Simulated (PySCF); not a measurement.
Molecule: H₂O₂ (hydrogen peroxide), SMILES OO.

```xyz
4

O     -0.6674     0.1671     0.2204
O      0.6665     0.2705    -0.2504
H     -1.0658    -0.3762    -0.4730
H      1.1499    -0.1518     0.4726
```

Simulated rotational absorption lines between 10 and 1200 GHz at 6 K: rigid rotor with the equilibrium constants and dipole of one optimised conformer (PBE0-D3(BJ)/def2-SVP, PySCF 2.14.0), commonest isotopes; no centrifugal distortion, hyperfine structure, internal rotation or nuclear-spin weights; lines within 1 MHz of each other are summed. Lines of different type are drawn apart.

**What are the rotational constants, and what kind of rotor is it?**

Rotational constants A, B, C = 305.0, 27.66, 26.54 GHz; Ray's κ = −0.99, a near-prolate asymmetric top.

**Assign the strongest lines, as J(Ka,Kc).**

```
   GHz   upper   lower  type  relative intensity
388.00  2(1,1)  1(0,1)     c                1.00
332.69  1(1,0)  0(0,0)     c                0.86
277.37  1(1,1)  1(0,1)     c                0.67
443.87  3(1,2)  2(0,2)     c                0.65
```

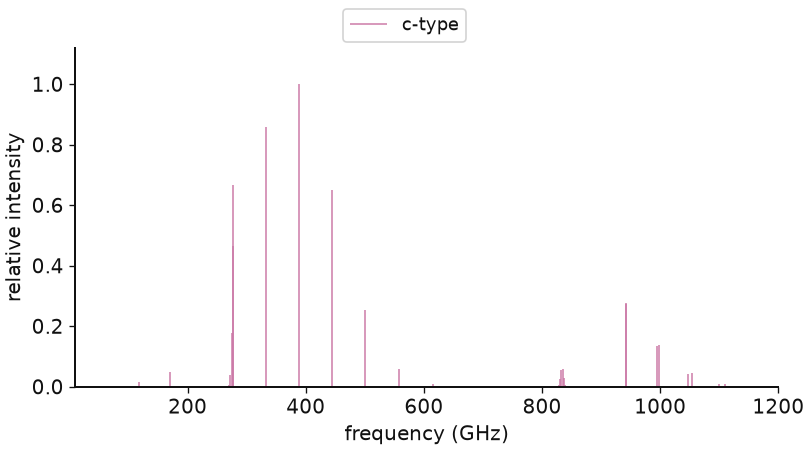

Note: coarse grid, loose stop and no frequency check, small forces are noise and the end may be a saddle.
